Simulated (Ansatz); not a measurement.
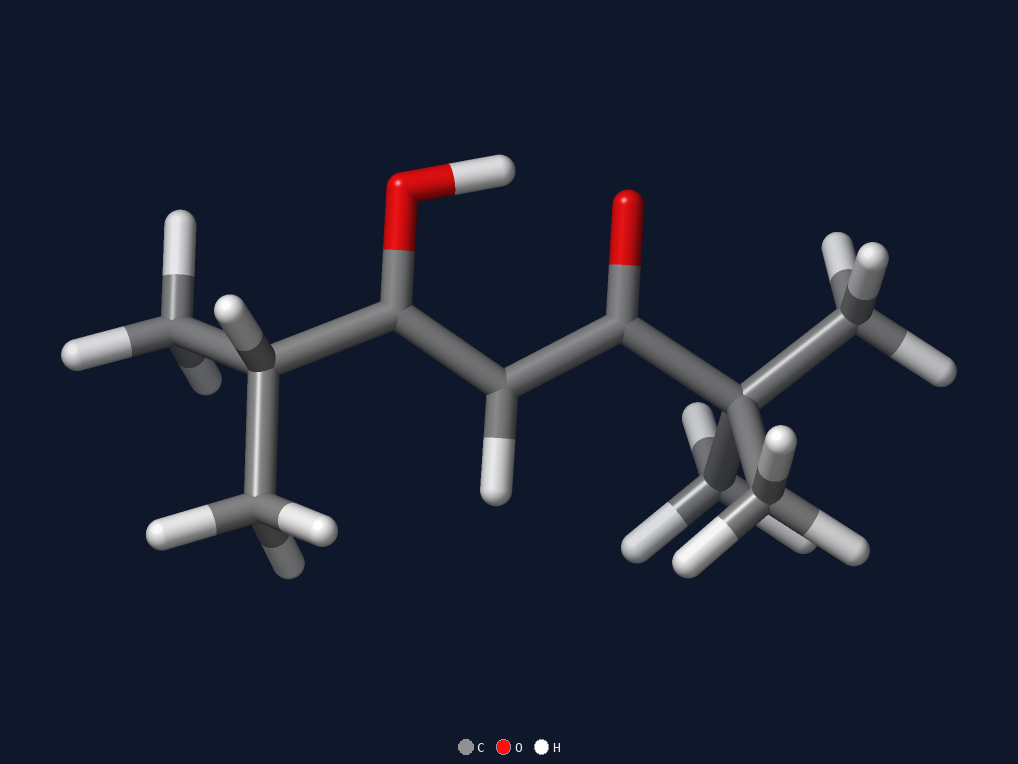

Computed geometry: PBE-D4/def2-SVP optimisation. No frequency run is at hand to confirm it as a minimum.

Draw it as a skeletal formula.

SMILES: CC(C)/C(O)=C/C(=O)C(C)(C)C

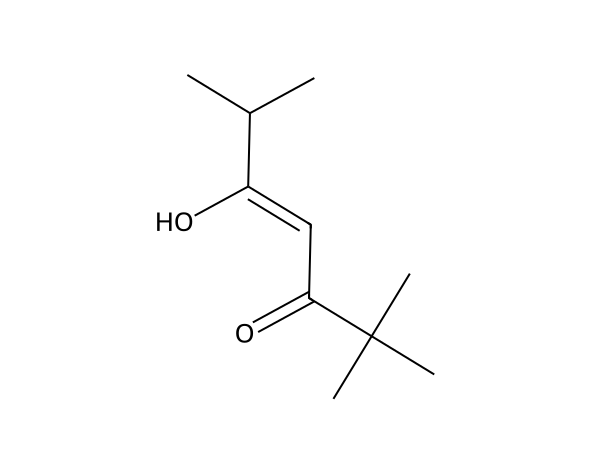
